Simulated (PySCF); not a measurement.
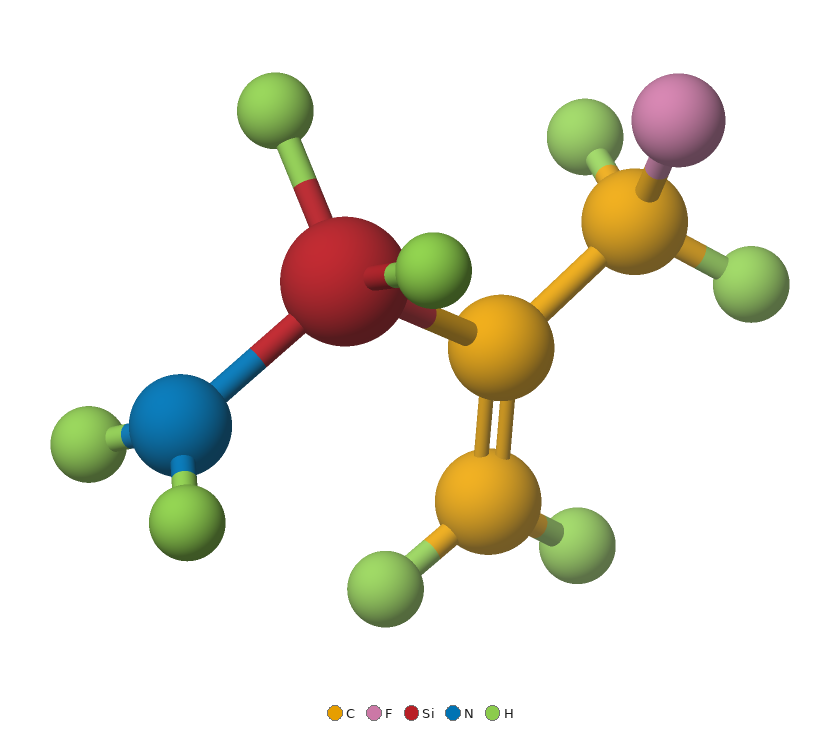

The picture shows a molecular structure as a ball-and-stick model. Double and triple bonds are drawn as two and three sticks.

**Which formula does it have?**

C3H8FNSi, 14 atoms: 3 carbon, 8 hydrogen, 1 fluorine, 1 nitrogen and 1 silicon.

**How many bonds of each kind are drawn?**

4 C–H, 2 C–C, 2 Si–H, 2 N–H, 1 C–F, 1 C–Si, 1 N–Si.

**What is the point group of this geometry?**

C1.

**Name some functional groups or characteristic bonds that it holds.**

Among them: alkene, C–F bond, Si–H bond, Si–N bond.

**What is its SMILES?**

C=C(CF)[SiH2]N

More results for the same structure follow; atom numbers are the same in all pictures, views and colours differ. The computed structure is the end point of a PBE0-D3(BJ)/def2-SVP optimisation. No frequency run is at hand to confirm it as a minimum.

## Shape

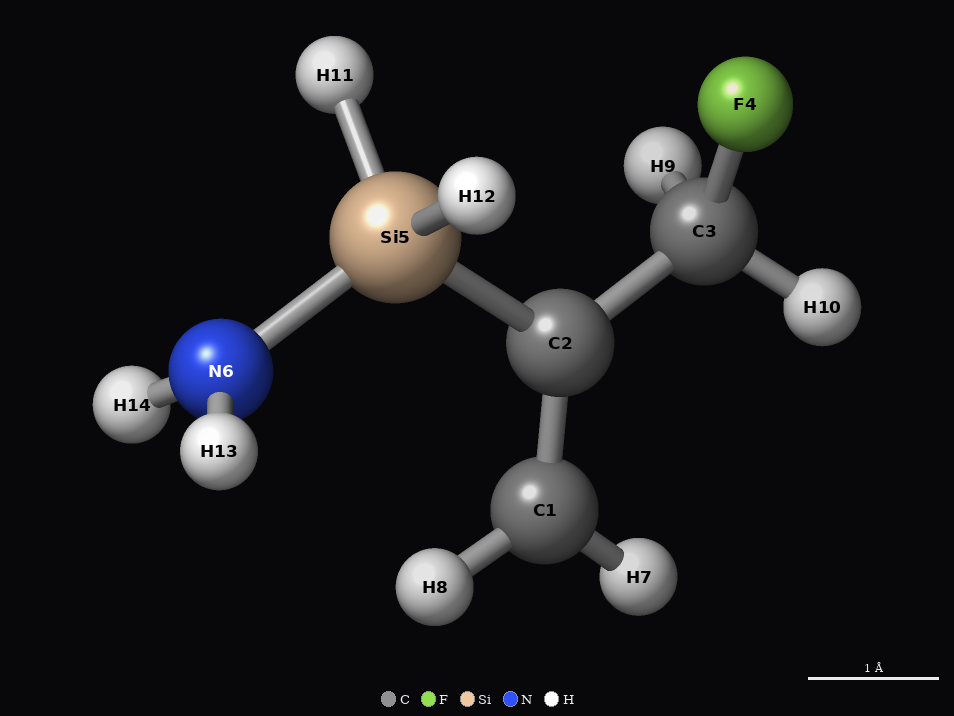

No frequency run is at hand to confirm it as a minimum.

**Describe the coordination of atom 5.**

Si5 has 4 neighbours (C2 at 1.89, N6 at 1.73, H11 at 1.50, H12 at 1.49 Å); the arrangement is tetrahedral.

**How are the neighbours of atom 3 arranged?**

C3 has 4 neighbours (C2 at 1.50, F4 at 1.38, H9 at 1.11, H10 at 1.10 Å); the arrangement is tetrahedral.

**What is the geometry at C1?**

C1 has 3 neighbours (C2 at 1.34, H7 at 1.10, H8 at 1.09 Å); the arrangement is trigonal planar.

**Describe the coordination of atom 2.**

C2 has 3 neighbours (C1 at 1.34, C3 at 1.50, Si5 at 1.89 Å); the arrangement is trigonal planar.

**What is the dihedral angle C1–C2–C3–F4?**

150° in size, that is anticlinal.

## NMR shielding

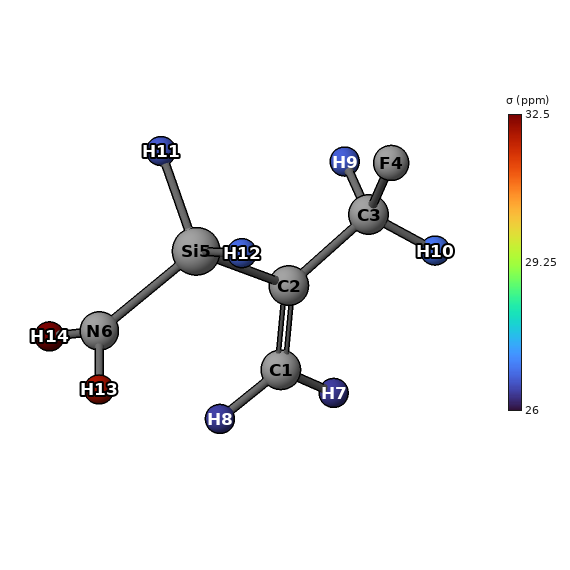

Atoms are coloured by their isotropic NMR shieldings (H only, the others grey). No frequency run is at hand to confirm it as a minimum. Level of theory: GIAO PBE0/6-31G* NMR shielding, non-relativistic, gas phase (PySCF 2.14.0).

List the isotropic NMR shieldings of the H atoms.

```tsv
atom	σ (ppm)
H7	26.39
H8	26.42
H9	26.70
H10	26.91
H11	26.65
H12	26.80
H13	32.13
H14	32.48
```

## Levels of theory compared

No frequency run is at hand to confirm it as a minimum. Program: PySCF 2.14.0.

Tabulate HOMO energy (eV), dipole (D) at these levels: HF/def2-SVPD; PBE0/6-311+G(2d,p); PBE0/6-31G*; PBE0/IGLO-III; PBE0/aug-cc-pVDZ; PBE0/cc-pVDZ; PBE0/cc-pVTZ; PBE0/def2-SVP; PBE0/def2-TZVP; PBE0/pcSseg-0.

```
             level  HOMO energy (eV)  dipole (D)
      HF/def2-SVPD            −10.15        2.97
PBE0/6-311+G(2d,p)             −7.32        2.70
       PBE0/6-31G*             −6.98        2.74
     PBE0/IGLO-III             −7.30        2.65
  PBE0/aug-cc-pVDZ             −7.27        2.60
      PBE0/cc-pVDZ             −7.02        2.60
      PBE0/cc-pVTZ             −7.24        2.61
     PBE0/def2-SVP             −7.11        2.70
    PBE0/def2-TZVP             −7.29        2.68
     PBE0/pcSseg-0             −7.02        2.97
```

## Polarisability

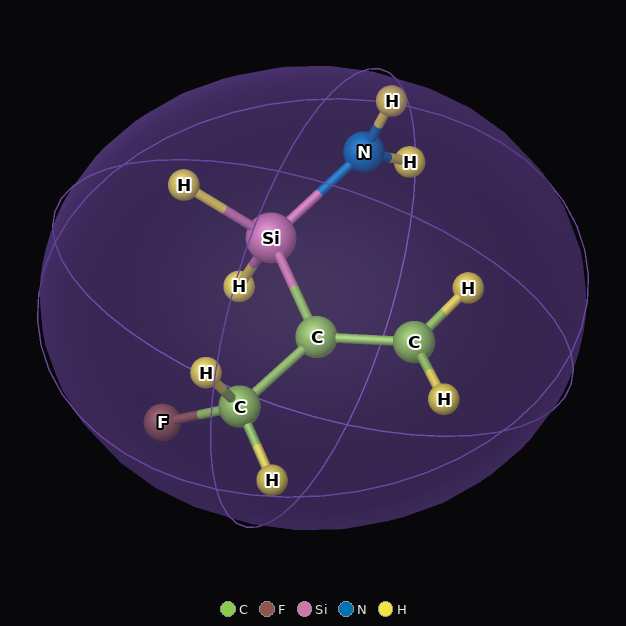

The ellipsoid shows the static dipole polarisability: its half-axes are proportional to the principal values. No frequency run is at hand to confirm it as a minimum. Level of theory: HF/def2-SVPD (PySCF 2.14.0).

**Give the principal values, the mean and the anisotropy.**

Principal values 55.8, 70.7, 78.7 bohr³; mean 68.4 bohr³ (10.14 Å³); anisotropy 20.2 bohr³, so the longest axis is 1.41 times the shortest.

## Quadrupole coupling

No frequency run is at hand to confirm it as a minimum. Electric field gradients from the ground-state density, PBE0/cc-pVTZ (PySCF 2.14.0), non-relativistic apart from any core potentials.

Give the largest field-gradient component, the quadrupole coupling constant and the asymmetry for 14N at N6 (Q = 20.44 mb), 2H at H7 (Q = 2.86 mb), 2H at H8 (Q = 2.86 mb).

```tsv
atom	V_zz (a.u.)	e²qQ/h (MHz)	η
N6	−0.937	−4.50	0.27
H7	0.281	0.189	0.05
H8	0.282	0.190	0.04
```
